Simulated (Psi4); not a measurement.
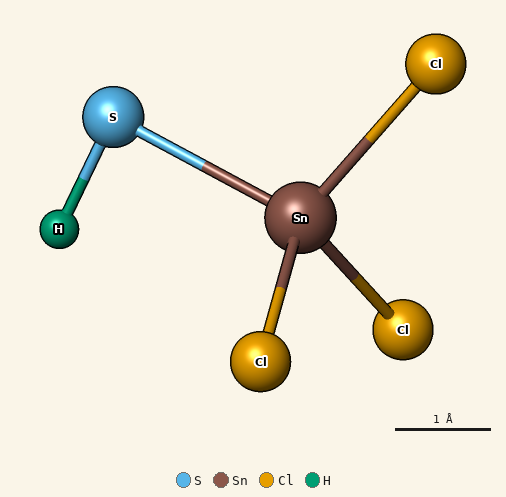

Fig. 1: The structure (ball-and-stick view, seen at a tilt). Sticks mark near contacts. Bond lengths as drawn: Cl–Sn 2.29 to 2.30 Å, H–S 1.35 Å and S–Sn 2.36 Å.

# Property calculation, with input and output: SnHSCl₃

- system: SnHSCl₃, SMILES [SH][Sn]([Cl])([Cl])[Cl]
- method: PBE0/def2-TZVPP, RKS, dispersion D4, core potentials def2 (Psi4 1.11)

The geometry was optimised with PBE0/def2-TZVP.

### What the program printed
```
Psi4 1.11 release

   => Loading Basis Set <=

    Name: DEF2-TZVPP
    Role: ORBITAL
    Keyword: BASIS

    !!!  WARNING: ECP capability is in beta. Please check occupations closely.  !!!

   => PBE0-D4(BJ,EEQ)ATM: Empirical Dispersion <=

        a1 =       0.400856
        a2 =       5.029288
       alp =      16.000000
        s6 =       1.000000
        s8 =       1.200655
        s9 =       1.000000
        ga =       3.000000
        gc =       2.000000
        wf =       6.000000

         ---------------------------------------------------------
                                   SCF
                              RKS Reference
                        2 Threads,   3147 MiB Core
         ---------------------------------------------------------

  ==> Geometry <==

    Molecular point group: c1
    Full point group: C1

    Geometry (in Angstrom), charge = 0, multiplicity = 1:

       Center              X                  Y                   Z               Mass
    ------------   -----------------  -----------------  -----------------  -----------------
         S           -0.961563014536     0.765445888013     2.059001860994    31.972071174400
         SN          -0.013575014536     0.011301888013     0.028659860994   119.902201630000
         CL           2.188553985464    -0.505219111987     0.415541860994    34.968852682000
         CL          -1.089172014536    -1.847478111987    -0.795883139006    34.968852682000
         CL          -0.111035014536     1.588024888013    -1.643440139006    34.968852682000
         H           -2.173516014536     0.904623888013     1.490714860994     1.007825032230

  Running in c1 symmetry.

  Rotational constants: A =      0.03521  B =      0.03394  C =      0.03337 [cm^-1]
  Rotational constants: A =   1055.59742  B =   1017.39671  C =   1000.51157 [MHz]
  Nuclear repulsion =  590.157056262997685

  Charge       = 0
  Multiplicity = 1
  Electrons    = 90
  Nalpha       = 45
  Nbeta        = 45

  ==> Algorithm <==

  SCF Algorithm Type is DF.
  DIIS enabled.
  MOM disabled.
  Fractional occupation disabled.
  Guess Type is SAD.
  Energy threshold   = 1.00e-06
  Density threshold  = 1.00e-06
  Integral threshold = 1.00e-12

  ==> Primary Basis <==

  Basis Set: DEF2-TZVPP
    Blend: DEF2-TZVPP
    Number of shells: 78
    Number of basis functions: 232
    Number of Cartesian functions: 266
    Spherical Harmonics?: true
    Max angular momentum: 3

  Core potential: DEF2-TZVPP
    Number of shells: 4
    Number of ECP primitives: 18
    Number of ECP core electrons: 28
    Max angular momentum: 3

  ==> DFT Potential <==

   => LibXC <=

    Version 7.1.2

   => Composite Functional: PBE0-D4BJEEQATM <=

    PBE0-d4bjeeqatm Hyb-GGA Exchange-Correlation Functional

    Deriv               =              1
    GGA                 =           TRUE
    Meta                =          FALSE

    Exchange Hybrid     =           TRUE
    MP2 Hybrid          =          FALSE

   => Exchange Functionals <=

    0.7500   Perdew, Burke & Ernzerhof

   => Exact (HF) Exchange <=

    0.2500               HF

   => Correlation Functionals <=

    1.0000   Perdew, Burke & Ernzerhof

   => LibXC Density Thresholds  <==

    XC_HYB_GGA_XC_PBEH:  1.00E-15

   => Molecular Quadrature <=

    Radial Scheme          =       TREUTLER
    Pruning Scheme         =           NONE
    Nuclear Scheme         =       TREUTLER

    Blocking Scheme        =         OCTREE
    BS radius alpha        =              1
    Pruning alpha          =              1
    Radial Points          =             99
    Spherical Points       =            590
    Total Points           =         331686
    Total Blocks           =           2560
    Max Points             =            256
    Max Functions          =            191
    Weights Tolerance      =       1.00E-15

   => Loading Basis Set <=

    Name: (DEF2-TZVPP AUX)
    Role: JKFIT
    Keyword: DF_BASIS_SCF

  ==> Integral Setup <==

  DFHelper Memory: AOs need 0.280 GiB; user supplied 1.067 GiB.
  SCF_SUBTYPE=INCORE selected. In-core MEM_DF algorithm will be used.
  Using in-core AOs.

  ==> MemDFJK: Density-Fitted J/K Matrices <==

    J tasked:                   Yes
    K tasked:                   Yes
    wK tasked:                   No
    Memory [MiB]:              1092
    Algorithm:                 Core
    Schwarz Cutoff:           1E-12
    Mask sparsity (%):      12.7304
    Fitting Condition:        1E-10

   => Auxiliary Basis Set <=

  Basis Set: (DEF2-TZVPP AUX)
    Blend: DEF2-UNIVERSAL-JKFIT
    Number of shells: 204
    Number of basis functions: 748
    Number of Cartesian functions: 949
    Spherical Harmonics?: true
    Max angular momentum: 5

  Cached 100.0% of DFT collocation blocks in 1.238 [GiB].

  Minimum eigenvalue in the overlap matrix is 3.0642777727E-03.
  Reciprocal condition number of the overlap matrix is 6.2913272522E-04.
    Using symmetric orthogonalization.

  ==> Pre-Iterations <==

  SCF Guess: Superposition of Atomic Densities via on-the-fly atomic UHF (no occupation information).

 WARNING: Atomic UHF is not converging! Try casting from a smaller basis or call Rob at CCMST.
   -------------------------
    Irrep   Nso     Nmo
   -------------------------
     A        232     232
   -------------------------
    Total     232     232
   -------------------------

  ==> Iterations <==

                           Total Energy        Delta E     RMS |[F,P]|

   @DF-RKS iter SAD: -1992.13595469538154   -1.99214e+03   0.00000e+00
   @DF-RKS iter   1: -1993.05514871772129   -9.19194e-01   3.80596e-03 DIIS/ADIIS
   @DF-RKS iter   2: -1992.95771030292349    9.74384e-02   4.12105e-03 DIIS/ADIIS
   @DF-RKS iter   3: -1993.33133978844489   -3.73629e-01   7.51098e-04 DIIS/ADIIS
   @DF-RKS iter   4: -1993.34381274662223   -1.24730e-02   1.41311e-04 DIIS/ADIIS
   @DF-RKS iter   5: -1993.34431017789120   -4.97431e-04   2.86821e-05 DIIS
   @DF-RKS iter   6: -1993.34432858134755   -1.84035e-05   5.49582e-06 DIIS
   @DF-RKS iter   7: -1993.34432917460254   -5.93255e-07   2.05427e-06 DIIS
   @DF-RKS iter   8: -1993.34432926722934   -9.26268e-08   4.68368e-07 DIIS
  Energy and wave function converged.

  ==> Post-Iterations <==

   Electrons on quadrature grid:
      Ntotal   =   90.0000007518 ; deviation = 7.518e-07

    Orbital Energies [Eh]
    ---------------------

    Doubly Occupied:

       1A   -101.719844     2A   -101.717677     3A   -101.717391
       4A    -89.063882     5A     -9.546146     6A     -9.543998
       7A     -9.543713     8A     -8.043654     9A     -7.278497
      10A     -7.276308    11A     -7.276026    12A     -7.272694
      13A     -7.272678    14A     -7.270623    15A     -7.270491
      16A     -7.270328    17A     -7.270211    18A     -5.979268
      19A     -5.977546    20A     -5.971912    21A     -5.230214
      22A     -3.563565    23A     -3.563114    24A     -3.562068
      25A     -1.133140    26A     -1.132713    27A     -1.130031
      28A     -1.125662    29A     -1.125570    30A     -0.870179
      31A     -0.844259    32A     -0.841898    33A     -0.778964
      34A     -0.544849    35A     -0.458935    36A     -0.421538
      37A     -0.418351    38A     -0.399834    39A     -0.364623
      40A     -0.364422    41A     -0.355099    42A     -0.354187
      43A     -0.348821    44A     -0.347738    45A     -0.311824

    Virtual:

      46A     -0.104826    47A     -0.016683    48A     -0.003610
      49A     -0.001692    50A      0.011844    51A      0.089983
      52A      0.094022    53A      0.094351    54A      0.127978
      55A      0.161789    56A      0.164101    57A      0.167632
      58A      0.188569    59A      0.210579    60A      0.222232
      61A      0.270464    62A      0.274198    63A      0.281306
      64A      0.300560    65A      0.308123    66A      0.318548
      67A      0.324292    68A      0.332375    69A      0.335076
      70A      0.342149    71A      0.345749    72A      0.347662
      73A      0.370858    74A      0.399548    75A      0.410734
      76A      0.413982    77A      0.429720    78A      0.441524
      79A      0.458535    80A      0.473163    81A      0.496453
      82A      0.497460    83A      0.506988    84A      0.520321
      85A      0.529493    86A      0.536115    87A      0.560372
      88A      0.568699    89A      0.588837    90A      0.626896
      91A      0.716133    92A      0.720092    93A      0.731791
      94A      0.756594    95A      0.770925    96A      0.800192
      97A      0.809769    98A      0.896969    99A      0.909640
     100A      0.916555   101A      0.925819   102A      0.929340
     103A      0.937666   104A      0.951210   105A      1.002706
     106A      1.019075   107A      1.051881   108A      1.081126
     109A      1.103273   110A      1.115962   111A      1.200268
     112A      1.248089   113A      1.293722   114A      1.303687
     115A      1.444404   116A      1.517348   117A      1.524677
     118A      1.526405   119A      1.572208   120A      1.623314
     121A      1.713365   122A      1.720020   123A      1.725657
     124A      1.729444   125A      1.737792   126A      1.767470
     127A      1.772116   128A      1.784117   129A      1.789434
     130A      1.797437   131A      1.809381   132A      1.820774
     133A      1.836965   134A      1.841789   135A      1.847374
     136A      1.883349   137A      1.885514   138A      1.902982
     139A      1.915326   140A      1.924529   141A      1.941494
     142A      1.949884   143A      2.047190   144A      2.050815
     145A      2.053439   146A      2.055252   147A      2.075724
     148A      2.076703   149A      2.077543   150A      2.077825
     151A      2.078024   152A      2.078355   153A      2.087942
     154A      2.090511   155A      2.122305   156A      2.128598
     157A      2.129648   158A      2.134989   159A      2.148007
     160A      2.210336   161A      2.212735   162A      2.228582
     163A      2.237110   164A      2.255176   165A      2.256909
     166A      2.272749   167A      2.274385   168A      2.296732
     169A      2.313691   170A      2.325116   171A      2.378848
     172A      2.493239   173A      2.544668   174A      2.567014
     175A      2.589768   176A      2.617989   177A      2.634963
     178A      2.638604   179A      2.656083   180A      2.675332
     181A      2.830297   182A      2.836324   183A      3.272271
     184A      3.285241   185A      3.595455   186A      3.704504
     187A      3.835448   188A      3.950872   189A      3.963386
     190A      4.035401   191A      4.553291   192A      6.751855
     193A      6.761919   194A      6.763855   195A      6.821652
     196A      7.222511   197A      8.049037   198A      8.050904
     199A      8.051502   200A      8.071483   201A      8.071962
     202A      8.080126   203A      8.104983   204A      8.126823
     205A      8.130669   206A      8.162283   207A      8.190608
     208A      8.192819   209A      8.199239   210A      8.205905
     211A      8.215505   212A      8.865960   213A      9.107211
     214A      9.227651   215A     10.723332   216A     10.725894
     217A     10.757720   218A     10.765661   219A     10.766305
     220A     10.782095   221A     10.934304   222A     10.953318
     223A     10.962408   224A     19.825303   225A     24.996741
     226A     25.034634   227A     25.045716   228A     36.524876
     229A     36.894158   230A     36.911826   231A     36.931795
     232A    113.619541

    Final Occupation by Irrep:
              A
    DOCC [    45 ]
    NA   [    45 ]
    NB   [    45 ]

  @DF-RKS Final Energy: -1993.34432926722934

   => Energetics <=

    Nuclear Repulsion Energy =            590.1570562629976848
    One-Electron Energy =               -4010.7127659642674189
    Two-Electron Energy =                1524.3503372972541001
    DFT Exchange-Correlation Energy =     -97.1300256994947517
    Empirical Dispersion Energy =          -0.0089311637189632
    VV10 Nonlocal Energy =                  0.0000000000000000
    Total Energy =                      -1993.3443292672293410

Computation Completed

Properties will be evaluated at   0.000000,   0.000000,   0.000000 [a0]

Properties computed using the SCF density matrix

 Multipole Moments:

 ------------------------------------------------------------------------------------
     Multipole            Electronic (a.u.)      Nuclear  (a.u.)        Total (a.u.)
 ------------------------------------------------------------------------------------

 L = 1.  Multiply by 2.5417464519 to convert [e a0] to [Debye]
 Dipole X            :          1.4858297           -1.9941832           -0.5083535
 Dipole Y            :         -0.5321366            0.7577233            0.2255868
 Dipole Z            :         -0.8464327            1.2490664            0.4026337
 Magnitude           :                                                    0.6866051

 ------------------------------------------------------------------------------------

	total time  =         24 seconds =       0.40 minutes

Properties will be evaluated at   0.000000,   0.000000,   0.000000 [a0]

Properties computed using the PBE0-D4 density matrix

 Multipole Moments:

 ------------------------------------------------------------------------------------
     Multipole            Electronic (a.u.)      Nuclear  (a.u.)        Total (a.u.)
 ------------------------------------------------------------------------------------

 L = 1.  Multiply by 2.5417464519 to convert [e a0] to [Debye]
 Dipole X            :          1.4858297           -1.9941832           -0.5083535
 Dipole Y            :         -0.5321366            0.7577233            0.2255868
 Dipole Z            :         -0.8464327            1.2490664            0.4026337
 Magnitude           :                                                    0.6866051

 ------------------------------------------------------------------------------------
  Mulliken Charges: (a.u.)
   Center  Symbol    Alpha    Beta     Spin     Total
       1     S     8.14087  8.14087  0.00000 -0.28173
       2    SN    10.45825 10.45825  0.00000  1.08351
       3    CL     8.65520  8.65520  0.00000 -0.31040
       4    CL     8.65583  8.65583  0.00000 -0.31166
       5    CL     8.65556  8.65556  0.00000 -0.31113
       6     H     0.43429  0.43429  0.00000  0.13141

   Total alpha = 45.00000, Total beta = 45.00000, Total charge = -0.00000

  Lowdin Charges: (a.u.)
   Center  Symbol    Alpha    Beta     Spin     Total
       1     S     7.86318  7.86318  0.00000  0.27364
       2    SN    11.19980 11.19980  0.00000 -0.39960
       3    CL     8.45381  8.45381  0.00000  0.09238
       4    CL     8.45806  8.45806  0.00000  0.08388
       5    CL     8.45785  8.45785  0.00000  0.08430
       6     H     0.56730  0.56730  0.00000 -0.13460

  Total alpha = 45.00000, Total beta = 45.00000, Total charge = -0.00000

  Wiberg Bond Indices using Orthogonal Lowdin Orbitals:

  Irrep: 1 Size: 6 x 6

                 1                   2                   3                   4                   5

    1     0.00000000000000     1.51089033997237     0.05357095770505     0.06215359248954     0.06142499334057
    2     1.51089033997237     0.00000000000000     1.67395702189726     1.65900694336324     1.65955609580326
    3     0.05357095770505     1.67395702189726     0.00000000000000     0.04992719512983     0.05081062653075
    4     0.06215359248954     1.65900694336324     0.04992719512983     0.00000000000000     0.05553988221471
    5     0.06142499334057     1.65955609580326     0.05081062653075     0.05553988221471     0.00000000000000
    6     1.24054984686468     0.14183365991551     0.00855236515526     0.00508598711550     0.00490947053367

                 6

    1     1.24054984686468
    2     0.14183365991551
    3     0.00855236515526
    4     0.00508598711550
    5     0.00490947053367
    6     0.00000000000000

  Atomic Valences:

 #  #
 Irrep: 1
      1:    2.928589730372205
      2:    6.645244060951623
      3:    1.836818166418155
      4:    1.831713600312818
      5:    1.832241068422964
      6:    1.400931329584620

    Psi4 run time: 0:00:24.93
```

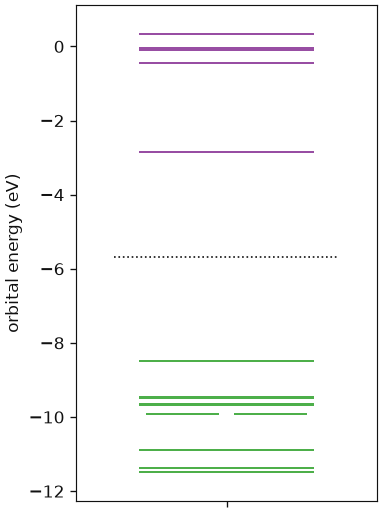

Fig. 2: Orbital energies near the frontier; the dotted line parts filled from empty levels, and levels within 0.02 eV of each other stand side by side. Highest filled −8.49 eV, lowest empty −2.85 eV, 5.64 eV apart.

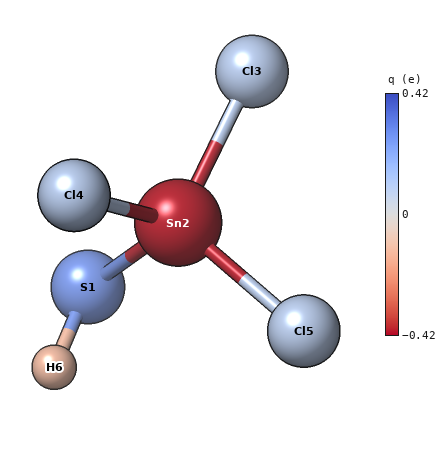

Fig. 3: Löwdin charges, as the colour of each atom (ball-and-stick view, seen at a tilt; atoms are numbered from 1 in the order of the input). By element: S +0.27, Sn −0.40, Cl +0.08 to +0.09 and H −0.13 e.

The run was set up as follows.

### Input file (input.in)
```
memory 3300 MB

molecule {
  0 1
  S     -0.574826     0.596485     1.786353
  Sn     0.373162    -0.157659    -0.243989
  Cl     2.575291    -0.674180     0.142893
  Cl    -0.702435    -2.016439    -1.068532
  Cl     0.275702     1.419064    -1.916089
  H     -1.786779     0.735663     1.218066
  symmetry c1
}

set {
  reference            rks
  scf_type             df
  dft_radial_points    99
  dft_spherical_points 590
}

E, wfn = energy("pbe0-d4/def2-TZVPP", return_wfn=True)
oeprop(wfn, "DIPOLE", "MULLIKEN_CHARGES", "LOWDIN_CHARGES", "WIBERG_LOWDIN_INDICES", title="PBE0-D4")
```

Launched with:
```bash
psi4 input.in input.out -n 2
```

### Summary

| quantity | value |
| --- | --- |
| outcome | converged |
| total energy | −1993.344329 hartree |
| dispersion energy | −0.008931 hartree |
| basis functions | 232 |
| HOMO | −8.49 eV |
| LUMO | −2.85 eV |
| dipole moment | 1.75 D |
| hardware | 2 threads of Intel Xeon @ 2.50GHz (Skylake/Cascade Lake), 189 GiB of memory available, shared host |
| wall time | 28 s (CPU time 75 s) |
| peak memory | 1.9 GiB |
